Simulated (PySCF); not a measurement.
**C$_{2}$H$_{6}$LiTe, charge +1, SMILES `[Li+].C[Te]C`: what the electrons do**

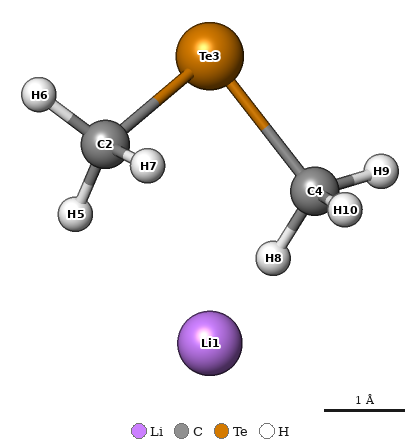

The molecule, with its atoms numbered as below. The pair's geometry is semi-empirical, so its contact may be too short or too long.

Cartesian coordinates (Å):

```
Li1     -3.3798    0.0018   -0.0071
C2      -0.9726    1.5299    0.0024
Te3      0.5603   -0.0002   -0.0006
C4      -0.9750   -1.5286    0.0030
H5      -1.5803    1.4435   -0.9074
H6      -0.4932    2.5008    0.0034
H7      -1.5806    1.4406    0.9138
H8      -1.5798   -1.4449   -0.9068
H9      -0.4970   -2.5002    0.0006
H10     -1.5800   -1.4412    0.9145
```

## 1. Bonding charge

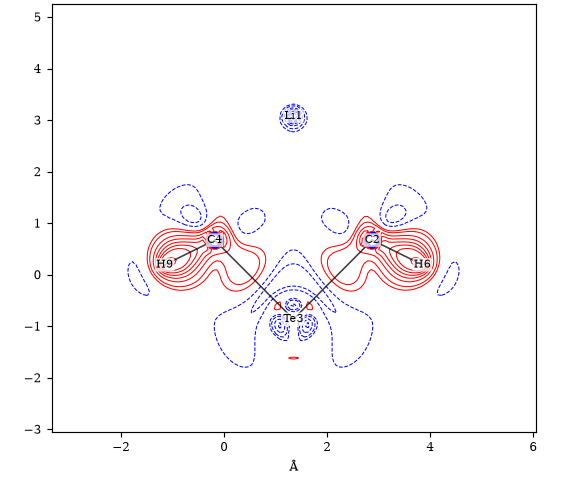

Deformation density (molecule less spherical, spin-averaged free atoms) in the plane of Li1, C2, Te3, C4, H6 and H9; contours at ±0.05 to ±0.8 e/Å³; solid red lines: gain, dashed blue lines: loss.

Method: CAM-B3LYP/def2-SVPD; geometry: GFN2-xTB; program: PySCF. Core potentials replace the inner electrons of Te; spin–orbit coupling isn't included.

**Describe the bonding that the map shows.**

C2–H6 and C4–H9: +0.73 e/Å³ at the bond critical point (bond length 1.08 Å). C2–Te3 and Te3–C4: +0.07 e/Å³ at the bond critical point (bond length 2.17 Å); up to 0.6 Å beside the axis the gain reaches +0.19 e/Å³. In all, 1.9 electrons gather in the regions of gain relative to the promolecule of neutral atoms (the regions of loss give up this much and the cation's charge besides). A small or negative value marks a very polar bond, one between electron-rich atoms, whose free-atom densities already overlap strongly, a long bond to a heavier atom, or a closed-shell contact such as a hydrogen bond.

**Where do the Hirshfeld charges lie?**

The highest Hirshfeld charge is on Li1 (+0.74 e), the lowest on C2 and C4 (−0.15 e).

## 2. Bond critical points

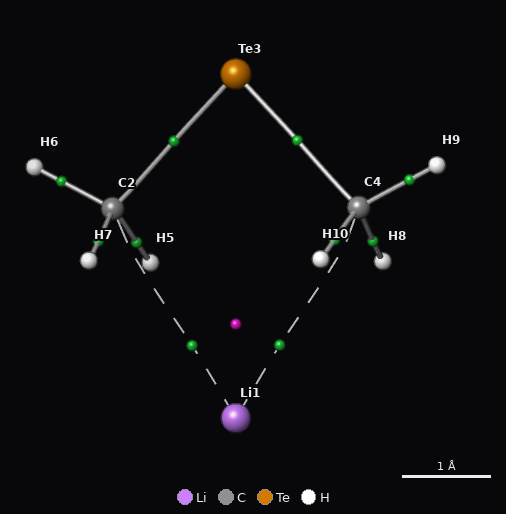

Molecular graph of the electron density (QTAIM): bond paths, bond critical points (green), ring points (magenta, if any); weak paths are dashed.

**How many critical points of each kind are there, and does the count close?**

10 nuclei, 10 bond, 1 ring and 0 cage critical points: 10 − 10 + 1 − 0 = 1, as the Poincaré–Hopf relation requires.

**What does the calculation give at each kind of bond critical point?**

```
            bond  length (Å)  ρ (a.u.)  ∇²ρ (a.u.)     ε  H (a.u.)
 C2–H6 (2 alike)       1.083     0.281       −1.10  0.01    −0.313
 C4–H8 (4 alike)       1.096     0.269       −0.95  0.02    −0.284
C2–Te3 (2 alike)       2.166     0.107       +0.05  0.14    −0.050
Li1–C2 (2 alike)       2.851     0.004       +0.02  0.81    +0.001
```

**What kind of interaction is C2–Te3?**

Polar or intermediate (positive Laplacian, negative energy density H): ρ = 0.107, ∇²ρ = +0.05, H = −0.050 a.u.

**Are there bond paths between atoms that aren't covalently bonded?**

Yes: Li1–C2 and Li1–C4 (2.85 Å, ρ = 0.004).

## 3. Electrostatic potential

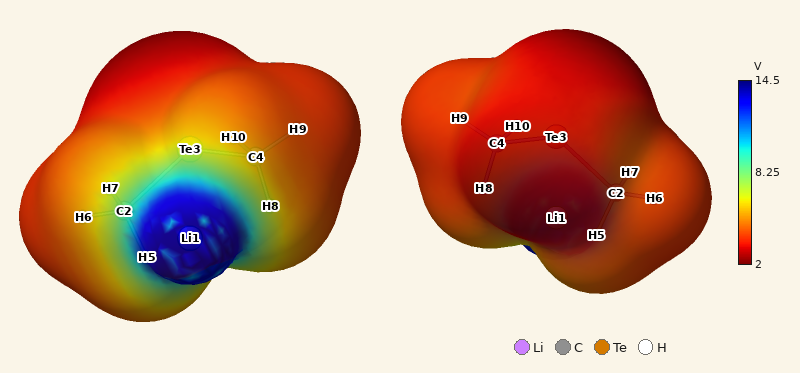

Electrostatic potential on the surface of electron density 0.001 a.u. (back view left, front view right).

**Where are the extremes of the potential on the surface?**

Highest: 14.11 V, 1.0 Å from Li1. Further maxima include 4.31 V, 1.8 Å from H9. Lowest: 2.30 V, 2.5 Å from Te3, and at like points elsewhere. The surface is sampled at points, so like sites can differ by a few per cent and only the strongest of them is named.

**What volume does the surface enclose?**

About 117 Å³.

## 4. Binding density

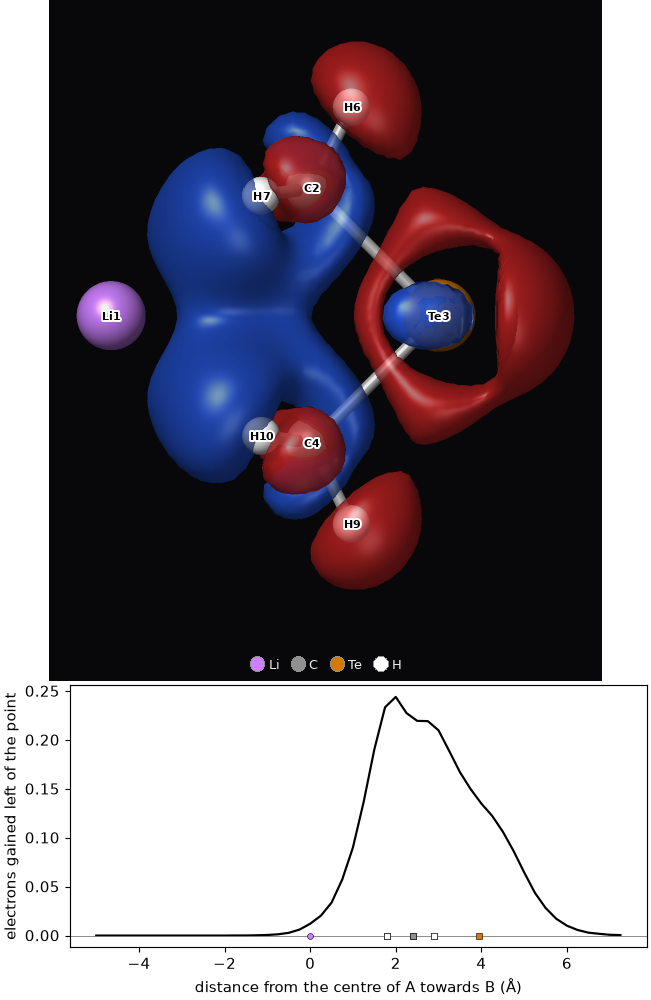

Density of the complex less the densities of the two fragments at the same geometry, ±0.008 e/Å³ (blue: gain, red: loss). Fragment A: Li(+1) (atom 1); fragment B: TeH6C2. Below: the charge-displacement curve along the line of centres (A on the left).

Computed with PySCF, CAM-B3LYP/def2-SVPD, geometry: GFN2-xTB. Core potentials replace the inner electrons of Te; spin–orbit coupling isn't included.

**How is the density rearranged on binding?**

Hirshfeld charges show 0.057 e passing from B to A. By Hirshfeld charges, electrons gather most on Li1 (−0.057 e) and leave Te3 most (+0.131 e); 0.36 e is displaced in all.

**What is the interaction energy, and which contacts carry it?**

The counterpoise-corrected interaction energy of the frozen fragments is −10.6 kcal/mol without dispersion correction and −12.6 kcal/mol with D3(BJ). D3 uses neutral-atom coefficients and tends to overbind metal cations. The pair geometry is semi-empirical, not a minimum at this level. Contacts: Li1···C2, 2.85 Å, ρ = 0.004 a.u.; Li1···C4, 2.85 Å, ρ = 0.004 a.u. The pose is a local one from a semi-empirical search, not shown to be the most stable.
